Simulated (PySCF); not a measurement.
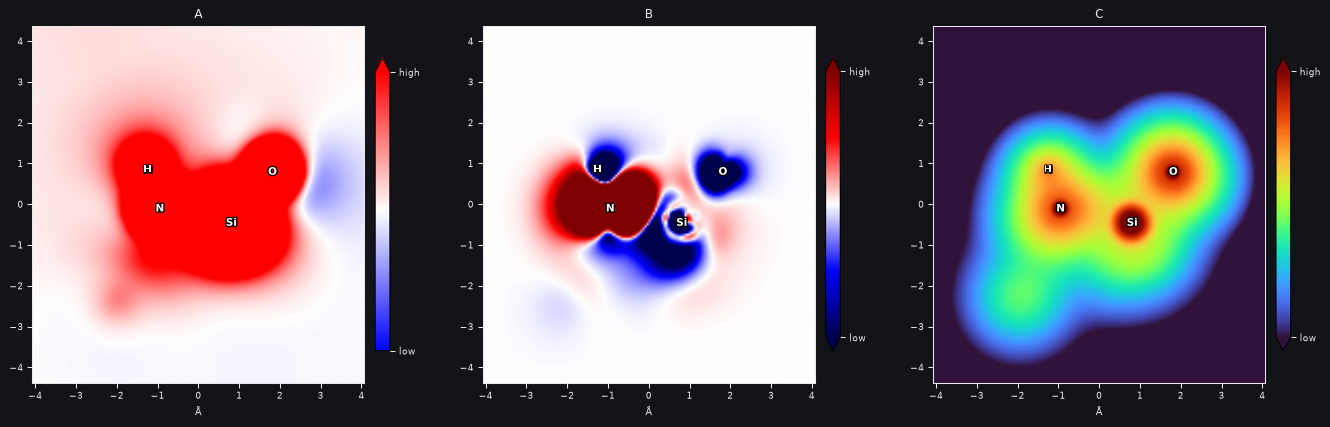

H5N2OSi2 (doublet): 3 fields on the plane of atoms O1, Si2 and N5, with unlabelled colour scales.

Geometry: GFN2-xTB.

Level of theory: UKS B3LYP, pcH-1 on H N O Si, non-relativistic, mean-field spin-orbit, GIAO in PySCF 2.14.0, density-fitted response routines.

```xyz
10

O    -2.3209   -0.2740    0.3977
Si   -1.0080    0.3307   -0.3257
N     0.0671   -0.7939   -1.0551
Si    1.5506   -0.2409   -0.3929
N     0.4335    0.6430    0.6783
H    -2.3283   -1.1855    0.6811
H    -1.4479    1.5856   -0.8841
H     2.3222    0.7752   -1.0891
H     2.3305   -1.2516    0.3075
H     0.4102    0.4161    1.6598
```

Match the panels to the quantities (electron density, electrostatic potential and spin density).

Answer. Panel A: electrostatic potential (strongly positive close to the atoms, with negative regions outside electron-rich atoms). Panel B: spin density (confined to the atoms that carry the unpaired spin). Panel C: electron density. From the grid: Si–O (1.62 Å): the density is about 1.2 e/Å³ at the midpoint. Si–N (1.78 Å): ρ is about 0.98 e/Å³ halfway.
